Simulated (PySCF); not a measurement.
**C6H12OSi: density, localisation and related maps**

The calculation's input:

```
{"job": {"kind": "nmr", "xc": "PBE0", "basis": "pcSseg-1"}, "charge": 0, "multiplicity": 1}
C     -1.415904    -1.050556    -1.701586
C     -0.296718    -0.664947    -1.098066
C     -0.170192    -0.044277     0.220994
C     -1.466762     0.350831     0.899059
O     -2.115980    -0.744442     1.510057
Si     1.182216    -0.730288     1.402520
C      1.027012     0.901879     0.475142
C      1.922194     1.299978    -0.676819
H     -2.399192    -0.903629    -1.286903
H     -1.389845    -1.522990    -2.668483
H      0.641804    -0.851456    -1.603063
H     -2.139891     0.843996     0.181097
H     -1.272626     1.051656     1.714188
H     -2.261397    -1.415943     0.834441
H      0.893925    -0.789906     2.819043
H      2.071483    -1.722295     0.824513
H      0.730042     1.773637     1.051946
H      1.350814     1.832195    -1.438174
H      2.392371     0.438324    -1.143929
H      2.711497     1.958912    -0.319013
```

Run with:

```sh
OMP_NUM_THREADS=1 python probes_run.py task.json out
```

Geometry: GFN2-xTB.

All numbers below come from PBE0/pcSseg-1, SCF density, gas phase, non-relativistic (PySCF).

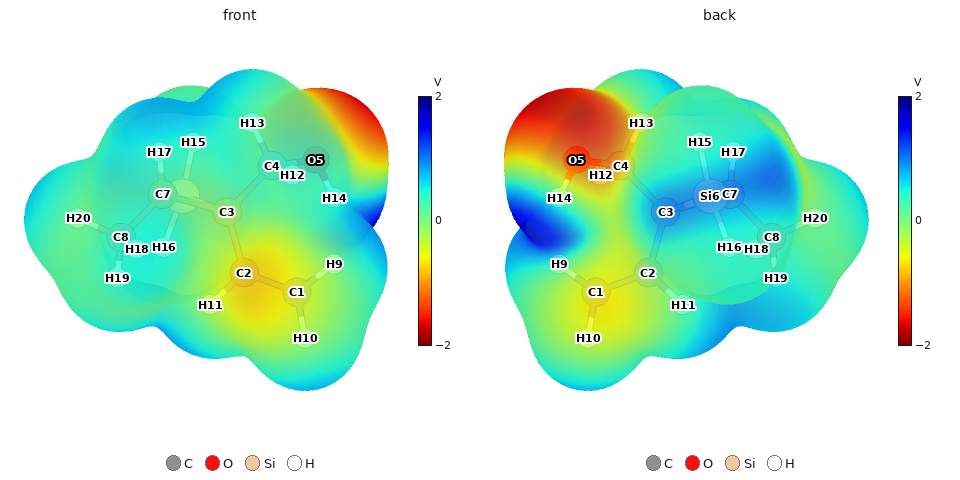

Figure 1. The molecular electrostatic potential painted on the density surface at 0.002 e/bohr³, seen from the front and from behind; red is negative and blue positive.

### Which sites attract a positive test charge, and which a negative one?

A positive charge is drawn to the negative regions and a negative charge to the positive ones. The most negative region (about −1.7 V, or −39 kcal/mol for a unit charge) lies over O5, the most positive (about +1.7 V, or +39 kcal/mol for a unit charge) over H14. O5 is the likeliest acceptor of a hydrogen bond.

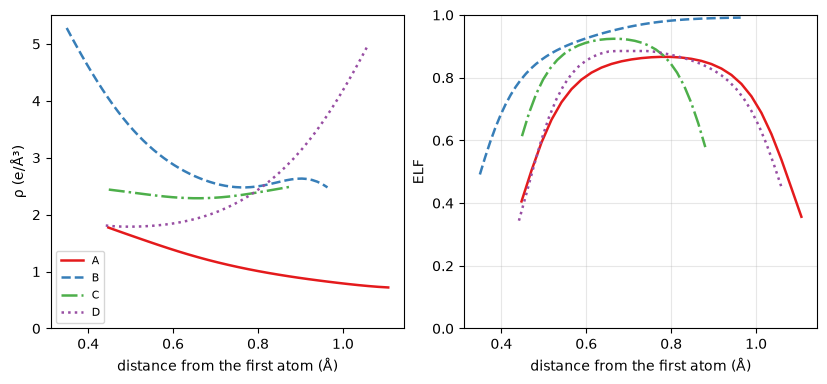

Figure 2. Electron density and ELF along straight lines between neighbouring atoms. The curves leave out the atomic cores.

### Which curve belongs to which contact (C–C, C–O, C–Si and O–H)? The first atom named is at distance zero.

Curve A: C–Si (1.88 Å): ρ is about 0.84 e/Å³ halfway; the ELF peaks at about 0.85 between the atoms (a covalent bond). Curve B: O–H (0.96 Å): the density is about 3.7 e/Å³ at the midpoint; the ELF climbs to about 1 towards the hydrogen, as it does in any bond to H; an ordinary covalent bond to hydrogen. Curve C: C–C (1.33 Å): ρ at the midpoint is about 2.3 e/Å³; the ELF peaks at about 0.90 between the atoms; a short, multiple covalent bond. Curve D: C–O (1.41 Å): the density is about 2.1 e/Å³ at the midpoint, with its minimum of 1.8 e/Å³ about 0.5 Å from C; the ELF peaks at about 0.90 between the atoms: a shared but strongly polarised pair.
